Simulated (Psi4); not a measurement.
**C$_{2}$H$_{5}$B: interaction calculation (part 2 of 2)**

Continued. System: C$_{2}$H$_{5}$B. Method: SAPT0/jun-cc-pVTZ, RHF (Psi4 1.11). The geometry comes from this level: GFN2-xTB.

Geometry of the input (Å):
```
C  1.6764  -0.6526  1.5462
C  1.3123  0.4254  1.1846
H  1.9933  -1.6028  1.8606
H  0.9936  1.3734  0.8671
B  -1.4938  0.1129  -1.3658
H  -0.5727  -0.5619  -1.1375
H  -1.4279  0.9330  -2.1905
H  -2.4812  -0.0274  -0.7648
```

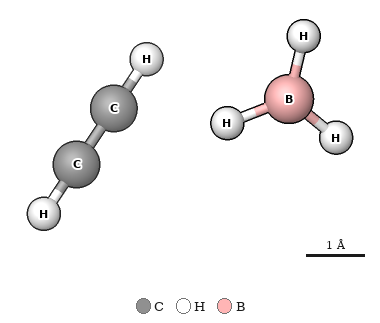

Figure 1. The structure as given in the input (ball-and-stick view, seen at a tilt).

### Output, continued
```
       Center              X                  Y                   Z               Mass
    ------------   -----------------  -----------------  -----------------  -----------------
      Gh(C)           1.676410000000    -0.652570000000     1.546220000000    12.000000000000
      Gh(C)           1.312310000000     0.425350000000     1.184640000000    12.000000000000
      Gh(H)           1.993340000000    -1.602810000000     1.860570000000     1.007825032230
      Gh(H)           0.993570000000     1.373440000000     0.867150000000     1.007825032230
         B           -1.493830000000     0.112910000000    -1.365830000000    11.009305360000
         H           -0.572720000000    -0.561950000000    -1.137460000000     1.007825032230
         H           -1.427860000000     0.933030000000    -2.190490000000     1.007825032230
         H           -2.481220000000    -0.027400000000    -0.764800000000     1.007825032230

  Running in c1 symmetry.

  Rotational constants: A =      1.25455  B =      0.09852  C =      0.09321 [cm^-1]
  Rotational constants: A =  37610.40311  B =   2953.68377  C =   2794.32287 [MHz]
  Nuclear repulsion =    7.602774393766221

  Charge       = 0
  Multiplicity = 1
  Electrons    = 8
  Nalpha       = 4
  Nbeta        = 4

  ==> Iterations <==

                           Total Energy        Delta E     RMS |[F,P]|

   @DF-RHF iter SAD:   -25.67245729834092   -2.56725e+01   0.00000e+00
   @DF-RHF iter   1:   -26.39122198426619   -7.18765e-01   5.18781e-04 ADIIS/DIIS
   @DF-RHF iter   2:   -26.39879815924460   -7.57617e-03   1.18069e-04 ADIIS/DIIS
   @DF-RHF iter   3:   -26.39937851292374   -5.80354e-04   2.95344e-05 DIIS
   @DF-RHF iter   4:   -26.39942331453845   -4.48016e-05   4.30441e-06 DIIS
   @DF-RHF iter   5:   -26.39942427454212   -9.60004e-07   3.30671e-07 DIIS
   @DF-RHF iter   6:   -26.39942428020609   -5.66397e-09   2.54973e-08 DIIS
   @DF-RHF iter   7:   -26.39942428023735   -3.12532e-11   2.80491e-09 DIIS
  Energy and wave function converged.

  ==> Post-Iterations <==

    Orbital Energies [Eh]
    ---------------------

    Doubly Occupied:

       1A     -7.602260     2A     -0.710397     3A     -0.503082
       4A     -0.502657

    Virtual:

       5A      0.028762     6A      0.040567     7A      0.049776
       8A      0.053770     9A      0.066768    10A      0.079096
      11A      0.089689    12A      0.090620    13A      0.109785
      14A      0.113544    15A      0.118166    16A      0.139332
      17A      0.163915    18A      0.171143    19A      0.177681
      20A      0.204359    21A      0.213638    22A      0.221974
      23A      0.225230    24A      0.280505    25A      0.292932
      26A      0.304302    27A      0.315963    28A      0.325589
      29A      0.339252    30A      0.349082    31A      0.353340
      32A      0.358290    33A      0.364923    34A      0.374071
      35A      0.380235    36A      0.402212    37A      0.409995
      38A      0.424716    39A      0.447798    40A      0.460276
      41A      0.481467    42A      0.500325    43A      0.516617
      44A      0.551874    45A      0.618059    46A      0.620425
      47A      0.631579    48A      0.648049    49A      0.662038
      50A      0.675533    51A      0.687719    52A      0.692404
      53A      0.730778    54A      0.767177    55A      0.880353
      56A      0.955526    57A      0.969144    58A      0.979130
      59A      1.034771    60A      1.122958    61A      1.145631
      62A      1.151019    63A      1.182454    64A      1.194562
      65A      1.206243    66A      1.216365    67A      1.221837
      68A      1.244870    69A      1.247542    70A      1.262395
      71A      1.297996    72A      1.307959    73A      1.341894
      74A      1.361727    75A      1.382855    76A      1.462588
      77A      1.471097    78A      1.483082    79A      1.504928
      80A      1.523204    81A      1.583985    82A      1.629302
      83A      1.646079    84A      1.667091    85A      1.743780
      86A      1.745998    87A      1.755371    88A      1.794862
      89A      1.802752    90A      2.025796    91A      2.082629
      92A      2.107184    93A      2.150409    94A      2.155080
      95A      2.175190    96A      2.255678    97A      2.258526
      98A      2.262062    99A      2.289545   100A      2.302806
     101A      2.309731   102A      2.441226   103A      2.508317
     104A      2.675476   105A      2.825620   106A      2.830460
     107A      2.865408   108A      3.154836   109A      3.171908
     110A      3.217851   111A      3.223824   112A      3.242091
     113A      3.253186   114A      3.375805   115A      3.488389
     116A      3.672821   117A      3.674225   118A      3.709885
     119A      3.710115   120A      3.790725   121A      3.814796
     122A      3.820414   123A      3.842473   124A      3.868098
     125A      3.917302   126A      3.931871   127A      3.937839
     128A      4.007250   129A      4.034016   130A      4.115090
     131A      4.136919   132A      4.139513   133A      4.147874
     134A      4.149311   135A      4.154528   136A      4.179295
     137A      4.302439   138A      4.311759   139A      4.318410
     140A      4.340978   141A      4.449158   142A      4.507260
     143A      4.613269   144A      4.649578   145A      4.651880
     146A      4.656543   147A      4.664319   148A      4.671015
     149A      4.677877   150A      4.686565   151A      4.806159
     152A      4.825301   153A      4.827843   154A      4.830736
     155A      4.848867   156A      4.850885   157A      4.871645
     158A      4.999367   159A      5.054911   160A      5.065569
     161A      5.080988   162A      5.081683   163A      5.143908
     164A      5.247067   165A      5.251812   166A      5.515782
     167A      5.792157   168A      5.806931   169A      5.807796
     170A      5.821799   171A      5.843133   172A      6.047651
     173A      6.403601   174A      6.420182   175A      6.429140
     176A      6.996378   177A      7.008152   178A      7.273931
     179A      7.281636   180A      7.546178   181A      7.963632
     182A      8.339966   183A     10.555101   184A     11.264340
     185A     11.500497   186A     35.698667   187A     54.189844

    Final Occupation by Irrep:
              A
    DOCC [     4 ]
    NA   [     4 ]
    NB   [     4 ]

  @DF-RHF Final Energy:   -26.39942428023735

   => Energetics <=

    Nuclear Repulsion Energy =              7.6027743937662207
    One-Electron Energy =                 -49.3676061501242103
    Two-Electron Energy =                  15.3654074761206463
    Total Energy =                        -26.3994242802373478

Computation Completed

Properties will be evaluated at   0.000000,   0.000000,   0.000000 [a0]

Properties computed using the SCF density matrix

 Multipole Moments:

 ------------------------------------------------------------------------------------
     Multipole            Electronic (a.u.)      Nuclear  (a.u.)        Total (a.u.)
 ------------------------------------------------------------------------------------

 L = 1.  Multiply by 2.5417464519 to convert [e a0] to [Debye]
 Dipole X            :         22.5836675          -22.5840224           -0.0003550
 Dipole Y            :         -1.7181123            1.7163060           -0.0018064
 Dipole Z            :         20.6379243          -20.6393998           -0.0014755
 Magnitude           :                                                    0.0023592

 ------------------------------------------------------------------------------------

	total time  =          2 seconds =       0.03 minutes
  Constructing Basis Sets for SAPT...

   => Loading Basis Set <=

    Name: (JUN-CC-PVTZ AUX)
    Role: RIFIT
    Keyword: DF_BASIS_SAPT

   => Loading Basis Set <=

    Name: (JUN-CC-PVTZ AUX)
    Role: JKFIT
    Keyword: DF_BASIS_ELST

  //>>>>>>>>>>>>>>>>>>>>>>>>>>>>>>>>>>>//
  //               SAPT0               //
  //<<<<<<<<<<<<<<<<<<<<<<<<<<<<<<<<<<<//

        SAPT0
     6 June 2009

      Orbital Information
  --------------------------
    NSO        =       187
    NMO        =       187
    NRI        =       441
    NRI (Elst) =       435
    NOCC A     =         7
    NOCC B     =         4
    FOCC A     =         2
    FOCC B     =         1
    NVIR A     =       180
    NVIR B     =       183

    Elst10,r            =     0.000185117160 [Eh]
    Exch10              =     0.001464061722 [Eh]
    Exch10 (S^2)        =     0.001461631907 [Eh]

    Maxiter = 50
    CPHF R converge = 1.000000E-08

    Iter     Energy [mEh]          dE [mEh]         Residual      Time [s]
       1      -0.11904092       0.119040924     1.773989e-03             0
       2      -0.13671030       0.017669371     8.381542e-04             0
       3      -0.14543379       0.008723491     1.476726e-04             0
       4      -0.14479785      -0.000635934     8.279326e-05             0
       5      -0.14465850      -0.000139355     3.796154e-05             1
       6      -0.14483403       0.000175530     1.078692e-05             1
       7      -0.14481041      -0.000023622     2.592593e-06             1
       8      -0.14480763      -0.000002778     4.319754e-07             1
       9      -0.14480877       0.000001139     8.304415e-08             1
      10      -0.14480860      -0.000000163     1.651538e-08             1
      11      -0.14480862       0.000000021     2.530413e-09             1

    CHF Iterations converged

    Maxiter = 50
    CPHF R converge = 1.000000E-08

    Iter     Energy [mEh]          dE [mEh]         Residual      Time [s]
       1      -0.12997787       0.129977868     1.451670e-03             0
       2      -0.15726835       0.027290485     2.020786e-04             0
       3      -0.15633228      -0.000936069     5.507218e-05             0
       4      -0.15642017       0.000087886     1.745220e-05             0
       5      -0.15645228       0.000032112     4.058597e-06             0
       6      -0.15643909      -0.000013191     6.558329e-07             0
       7      -0.15644060       0.000001512     7.639289e-08             0
       8      -0.15644049      -0.000000113     1.028753e-08             1
       9      -0.15644050       0.000000011     1.443012e-09             1

    CHF Iterations converged

    Ind20,r (A<-B)      =    -0.000144808625 [Eh]
    Ind20,r (B<-A)      =    -0.000156440501 [Eh]
    Ind20,r             =    -0.000301249125 [Eh]
    Exch-Ind20,r (A<-B) =     0.000117428628 [Eh]
    Exch-Ind20,r (B<-A) =     0.000108972308 [Eh]
    Exch-Ind20,r        =     0.000226400936 [Eh]
    Disp20              =    -0.001393120896 [Eh]
    Disp20 (SS)         =    -0.000696560448 [Eh]
    Disp20 (OS)         =    -0.000696560448 [Eh]
    Exch-Disp20         =     0.000126435602 [Eh]
    Exch-Disp20 (SS)    =     0.000086239504 [Eh]
    Exch-Disp20 (OS)    =     0.000040196098 [Eh]

    SAPT Results
  --------------------------------------------------------------------------------------------------------
    Electrostatics                  0.18511716 [mEh]       0.11616277 [kcal/mol]       0.48602504 [kJ/mol]
      Elst10,r                      0.18511716 [mEh]       0.11616277 [kcal/mol]       0.48602504 [kJ/mol]

    Exchange                        1.46406172 [mEh]       0.91871260 [kcal/mol]       3.84389352 [kJ/mol]
      Exch10                        1.46406172 [mEh]       0.91871260 [kcal/mol]       3.84389352 [kJ/mol]
      Exch10(S^2)                   1.46163191 [mEh]       0.91718787 [kcal/mol]       3.83751404 [kJ/mol]

    Induction                      -0.19805172 [mEh]      -0.12427933 [kcal/mol]      -0.51998471 [kJ/mol]
      Ind20,r                      -0.30124913 [mEh]      -0.18903668 [kcal/mol]      -0.79092947 [kJ/mol]
      Exch-Ind20,r                  0.22640094 [mEh]       0.14206873 [kcal/mol]       0.59441558 [kJ/mol]
      delta HF,r (2)               -0.12320353 [mEh]      -0.07731138 [kcal/mol]      -0.32347081 [kJ/mol]

    Dispersion                     -1.26668529 [mEh]      -0.79485702 [kcal/mol]      -3.32568178 [kJ/mol]
      Disp20                       -1.39312090 [mEh]      -0.87419656 [kcal/mol]      -3.65763841 [kJ/mol]
      Exch-Disp20                   0.12643560 [mEh]       0.07933954 [kcal/mol]       0.33195663 [kJ/mol]
      Disp20 (SS)                  -0.69656045 [mEh]      -0.43709828 [kcal/mol]      -1.82881920 [kJ/mol]
      Disp20 (OS)                  -0.69656045 [mEh]      -0.43709828 [kcal/mol]      -1.82881920 [kJ/mol]
      Exch-Disp20 (SS)              0.08623950 [mEh]       0.05411611 [kcal/mol]       0.22642179 [kJ/mol]
      Exch-Disp20 (OS)              0.04019610 [mEh]       0.02522343 [kcal/mol]       0.10553484 [kJ/mol]

  Total HF                          1.45112717 [mEh]       0.91059604 [kcal/mol]       3.80993385 [kJ/mol]
  Total SAPT0                       0.18444187 [mEh]       0.11573902 [kcal/mol]       0.48425207 [kJ/mol]

  Special recipe for scaled SAPT0 (see Manual):
    Electrostatics sSAPT0           0.18511716 [mEh]       0.11616277 [kcal/mol]       0.48602504 [kJ/mol]
    Exchange sSAPT0                 1.46406172 [mEh]       0.91871260 [kcal/mol]       3.84389352 [kJ/mol]
    Induction sSAPT0               -0.19692073 [mEh]      -0.12356962 [kcal/mol]      -0.51701531 [kJ/mol]
    Dispersion sSAPT0              -1.26605369 [mEh]      -0.79446068 [kcal/mol]      -3.32402349 [kJ/mol]
  Total sSAPT0                      0.18620446 [mEh]       0.11684507 [kcal/mol]       0.48887975 [kJ/mol]
  --------------------------------------------------------------------------------------------------------

	total time  =          5 seconds =       0.08 minutes

Warning! sapt0 does not have an associated derived wavefunction. The returned wavefunction is the dimer SCF wavefunction.

  Variable Map:
  ----------------------------------------------------------------------------
  "CURRENT ENERGY"                    =>       0.000184441873
  "CURRENT REFERENCE ENERGY"          =>     -26.399424280237
  "DD SOLVATION ENERGY"               =>       0.000000000000
  "HF KINETIC ENERGY"                 =>      26.466909695253
  "HF POTENTIAL ENERGY"               =>     -52.866333975491
  "HF TOTAL ENERGY"                   =>     -26.399424280237
  "HF VIRIAL RATIO"                   =>       1.997450196650
  "NUCLEAR REPULSION ENERGY"          =>       7.602774393766
  "ONE-ELECTRON ENERGY"               =>     -49.367606150124
  "PCM POLARIZATION ENERGY"           =>       0.000000000000
  "PE ENERGY"                         =>       0.000000000000
  "SAPT ALPHA"                        =>       0.000000000000
  "SAPT CT ENERGY"                    =>      -0.000074848189
  "SAPT DISP ENERGY"                  =>      -0.001266685293
  "SAPT DISP20 ENERGY"                =>      -0.001393120896
  "SAPT ELST ENERGY"                  =>       0.000185117160
  "SAPT ELST10,R ENERGY"              =>       0.000185117160
  "SAPT ENERGY"                       =>       0.000000000000
  "SAPT EXCH ENERGY"                  =>       0.001464061722
  "SAPT EXCH-DISP20 ENERGY"           =>       0.000126435602
  "SAPT EXCH-IND20,R ENERGY"          =>       0.000226400936
  "SAPT EXCH10 ENERGY"                =>       0.001464061722
  "SAPT EXCH10(S^2) ENERGY"           =>       0.001461631907
  "SAPT EXCHSCAL"                     =>       1.000000000000
  "SAPT EXCHSCAL1"                    =>       1.001662398388
  "SAPT EXCHSCAL3"                    =>       1.004995490463
  "SAPT HF TOTAL ENERGY"              =>       0.001451127166
  "SAPT HF(2) ALPHA=0.0 ENERGY"       =>      -0.000123203526
  "SAPT HF(2) ENERGY"                 =>      -0.000123203526
  "SAPT IND ENERGY"                   =>      -0.000198051715
  "SAPT IND20,R ENERGY"               =>      -0.000301249125
  "SAPT SAME-SPIN DISP20 ENERGY"      =>      -0.000696560448
  "SAPT SAME-SPIN EXCH-DISP20 ENERGY" =>       0.000086239504
  "SAPT TOTAL ENERGY"                 =>       0.000184441873
  "SAPT0 DISP ENERGY"                 =>      -0.001266685293
  "SAPT0 ELST ENERGY"                 =>       0.000185117160
  "SAPT0 EXCH ENERGY"                 =>       0.001464061722
  "SAPT0 IND ENERGY"                  =>      -0.000198051715
  "SAPT0 TOTAL ENERGY"                =>       0.000184441873
  "SAPT2 DISP ENERGY"                 =>      -0.001266685293
  "SCF ITERATION ENERGY"              =>     -26.399424280237
  "SCF ITERATIONS"                    =>       7.000000000000
  "SCF TOTAL ENERGY"                  =>     -26.399424280237
  "SCS-SAPT0 DISP ENERGY"             =>      -0.001190449043
  "SCS-SAPT0 ELST ENERGY"             =>       0.000185117160
  "SCS-SAPT0 EXCH ENERGY"             =>       0.001464061722
  "SCS-SAPT0 IND ENERGY"              =>      -0.000198051715
  "SCS-SAPT0 TOTAL ENERGY"            =>       0.000260678124
  "SSAPT0 DISP ENERGY"                =>      -0.001266053686
  "SSAPT0 ELST ENERGY"                =>       0.000185117160
  "SSAPT0 EXCH ENERGY"                =>       0.001464061722
  "SSAPT0 IND ENERGY"                 =>      -0.000196920732
  "SSAPT0 TOTAL ENERGY"               =>       0.000186204464
  "TWO-ELECTRON ENERGY"               =>      15.365407476121

  Array Variable Map:
  ----------------------------------------------------------------------------
  "CURRENT DIPOLE"                    =>      -0.000354953291 ... -0.001475474204 1 by 3
  "SCF DIPOLE"                        =>      -0.000354953291 ... -0.001475474204 1 by 3
  "SCF TOTAL ENERGIES"                =>     -25.672457298341 ... -26.399424280237 1 by 8

    Psi4 run time: 0:00:10.65

[set-up sections that repeat, and orbital energies of the middle runs, are left out above]
```

### Results in brief

| quantity | value |
| --- | --- |
| outcome | converged |
| SCF energy | −103.248544 hartree |
| basis functions | 187 |
| wall time | 12 s |
| peak memory | 0.39 GiB |
